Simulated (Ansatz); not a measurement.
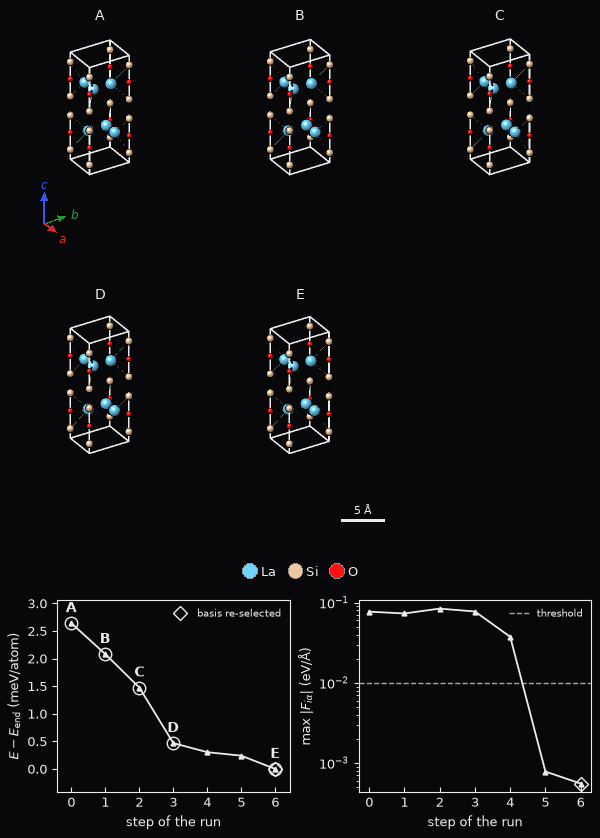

Frames of a relaxation of solid La₃Si₂O (a generated structure, set up in P6_3/mmc), marked on the history of the run. Style: ball-and-stick. Shown: the cell of the calculation, slightly off an axis.

Theory: Ansatz, DFT PBE, scalar-relativistic, plane waves, PAW. Settings: plane-wave cutoff 420 eV; k-point mesh 6 × 6 × 4; occupations gaussian; smearing width 0.1 eV; no spin polarisation; cell and atoms relaxed; force threshold 0.01 eV/Å; at most 80 steps.

Describe the path.

The largest moves relative to the cell, 0.035 Å, are those of Si atoms. By element the largest moves are Si 0.035 Å, La 0.016 Å. O stays in place. The drawn cell changes as follows: a = b 7.078 → 7.055 Å (−0.3 %), c 13.100 → 13.400 Å (+2.3 %); the volume changes by +1.6 %. Among the contacts that change: La–Si 3.089 → 3.129 Å, La–O 2.272 → 2.249 Å, La–La 3.144 → 3.160 Å, Si–Si 2.363 → 2.347 Å. Among the angles between lasting bonds that change: Si–La–Si 85.3° → 88.1°, La–Si–La 79.1° → 77.0°. The space group stays P6_3/mmc (No. 194). Over 5 accepted moves (6 points after the start) the energy falls by 2.6 meV per atom. The largest force component goes from 0.077 to 0.00055 eV/Å. Pressure: 0.22 GPa at the start and 0.01 GPa at the end. At 1 point the geometry stayed and the basis and grid were re-selected for the new cell (energy shift of 0.2 meV per atom at most each time). The run took 7.6 min on 1 thread of Arm Neoverse V1, with other jobs on the host, peak memory 1 GiB. From step 0 to 1: La atoms move most (0.03 Å), volume +2.1 %, energy −0.6 meV per atom. From step 1 to 2: volume +0.2 %, energy −0.6 meV per atom. From step 2 to 3: Si atoms move most (0.03 Å), volume −0.5 %, energy −1.0 meV per atom. From step 3 to 6: energy −0.5 meV per atom.
